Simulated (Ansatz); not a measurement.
## Single-point calculation, with input and output: GaSiAsH8

- system: GaSiAsH8
- method: RKS PBE0-D4/def2-TZVPP (Ansatz 0.2.0)

The geometry is the product side of a reaction. The reaction was set up to form Ga1–As6 and Si2–H5 and to break Ga1–Si2 and H5–As6 (atoms counted from 1 in the order of the input); sticks are drawn by distance alone. The geometry comes from this level: PBE0-D4/def2-TZVP.

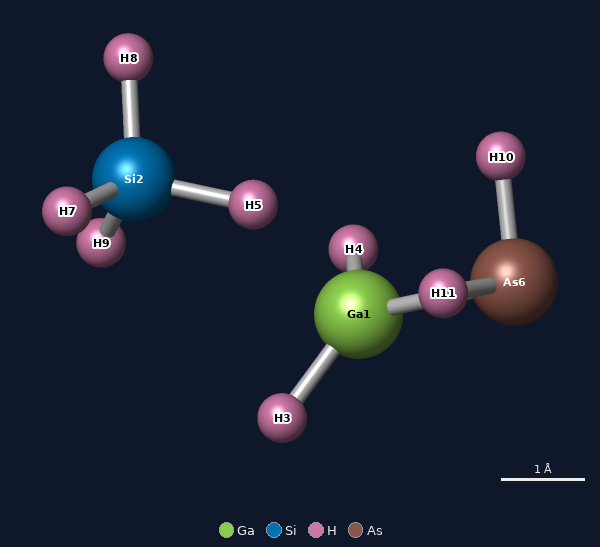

Figure 1. The structure as given in the input (ball-and-stick view, seen at a tilt; atoms are numbered from 1 in the order of the input). Sticks mark near contacts.

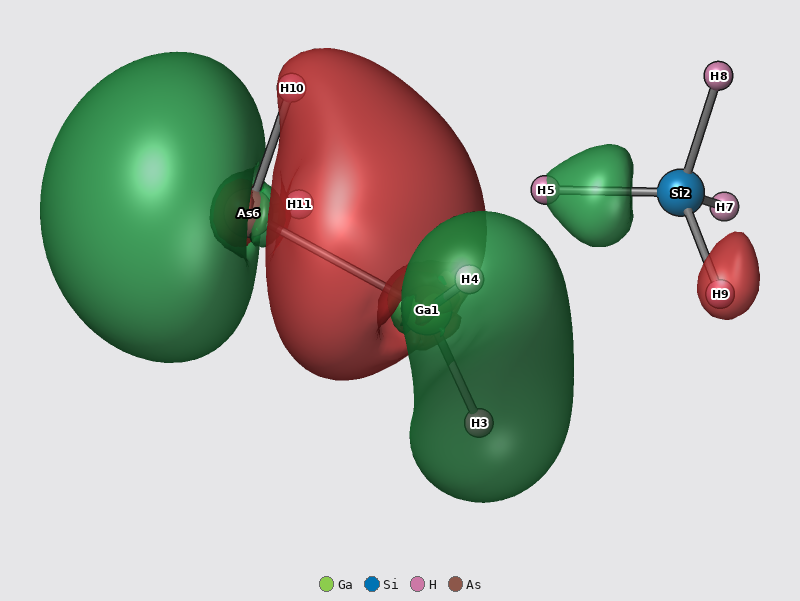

Figure 2. One frontier orbital at ±0.06 Å⁻³ᐟ² (green and red are the two phases), seen at an oblique angle. The HOMO, at −6.90 eV.

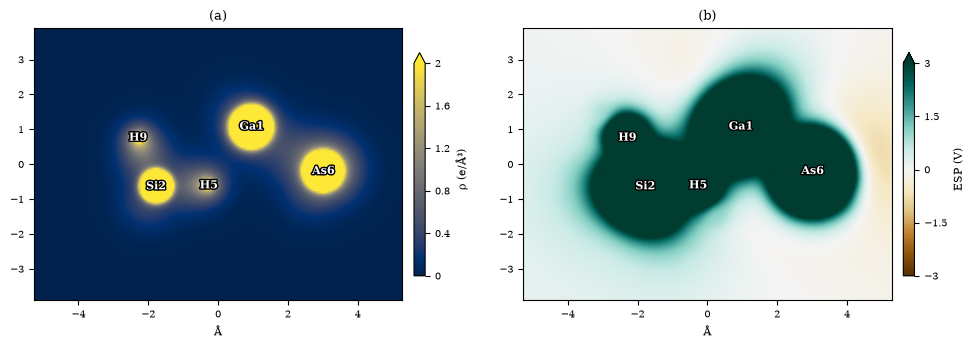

Figure 3. (a) electron density; (b) electrostatic potential on the plane of atoms H5, Si2 and H9. Atoms in the plane: Ga, Si, H and As. Ga–As (2.43 Å): ρ at the midpoint is about 0.55 e/Å³.

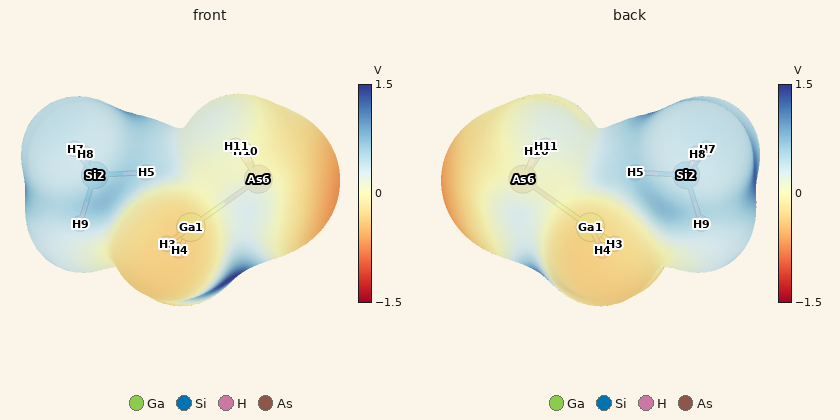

Figure 4. The electrostatic potential painted on the density surface at 0.001 e/bohr³, seen at a tilt and from behind; the colour scale runs from red (negative) to blue (positive). A positive charge is drawn to the negative regions and a negative charge to the positive ones.

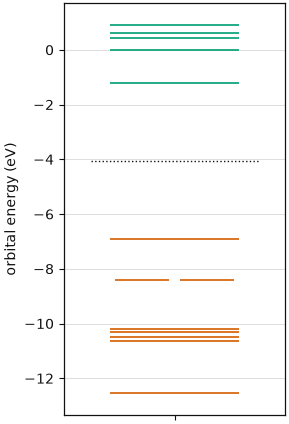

Figure 5. Orbital energies near the frontier; the dotted line parts filled from empty levels, and levels within 0.02 eV of each other stand side by side. Highest filled −6.90 eV, lowest empty −1.20 eV, 5.70 eV apart.

These pictures come from the run below.

### The input
```yaml
crystal:
  periodic: [false, false, false]
  atoms:
    - {symbol: Ga, position_ang: [-1.022851, -0.383438, -0.982634]}
    - {symbol: Si, position_ang: [1.278439, -0.805910, 1.233809]}
    - {symbol: H, position_ang: [-0.013775, -1.164011, -1.901689]}
    - {symbol: H, position_ang: [-1.917207, -1.155936, 0.054164]}
    - {symbol: H, position_ang: [0.423713, 0.138645, 0.424127]}
    - {symbol: As, position_ang: [-1.580252, 1.913088, -1.533646]}
    - {symbol: H, position_ang: [2.685197, -0.510126, 0.876752]}
    - {symbol: H, position_ang: [1.008822, -0.497731, 2.657388]}
    - {symbol: H, position_ang: [0.922686, -2.204152, 0.909130]}
    - {symbol: H, position_ang: [-1.661686, 2.339148, -0.075566]}
    - {symbol: H, position_ang: [-0.122986, 2.330320, -1.661934]}
basis:
  gaussian: {orbitals: def2-TZVPP}
hamiltonian: {xc: pbe0, dispersion: d4}
output: {orbitals: {seedname: orbitals}}
```

Launched with:
```bash
ansatz run in.yaml --threads 8 --pin off --events-out ev --progress --plain --max-ram 19148MiB
```

### Log
```
Functional definition: PBE0
  name "PBE0"
  cite "Adamo & Barone, J. Chem. Phys. 110, 6158 (1999) doi:10.1063/1.478522"
  cite "Perdew, Burke & Ernzerhof, Phys. Rev. Lett. 77, 3865 (1996) doi:10.1103/PhysRevLett.77.3865"
  parent pbe
  parameter a = 0.25
  parameter kappa = 0.804
  parameter beta = 0.06672455060314922
  exchange = (1 - a)*pbe_x(kappa = kappa, mu = beta*pi^2/3) + a*exact_x
  correlation = pbe_c(beta = beta)
1599 factors; their error is unknown
mean field evaluation 1: about -121207.9189 eV, gradient 2.5e1 eV
mean field evaluation 2: about -121208.1253 eV, gradient 2.9e1 eV
mean field evaluation 4: about -121208.7782 eV, gradient 6.3e-1 eV
mean field evaluation 8: about -121209.2258 eV, gradient 4.6e-1 eV
mean field evaluation 16: about -121209.2259 eV, gradient 3.6e-5 eV
mean field -121209.22589689 eV, -4454.3568931467 hartree, gradient 3.6e-5 eV, S^2 0.000000; 0 other end points of the search recorded, 0 dependent functions left out
reference -121209.22593567 eV, -4454.3568945716 hartree; 43, 43 occupied and 207, 207 virtual orbitals, 1599 factors
Total energy: -121209.43737140 eV, -4454.3646646913 hartree
```

### Summary

```tsv
quantity	value
outcome	converged
total energy	−121209.4374 eV
mean-field energy	−121209.2259 eV
dispersion energy	−0.2114 eV
SCF solution under orbital rotations	stable
HOMO	−6.90 eV
LUMO	−1.20 eV
hardware	8 threads of Arm Neoverse V2, 23 GiB of memory available, shared host
wall time	2.1 s (CPU time 15 s)
peak memory	0.9 GiB
```
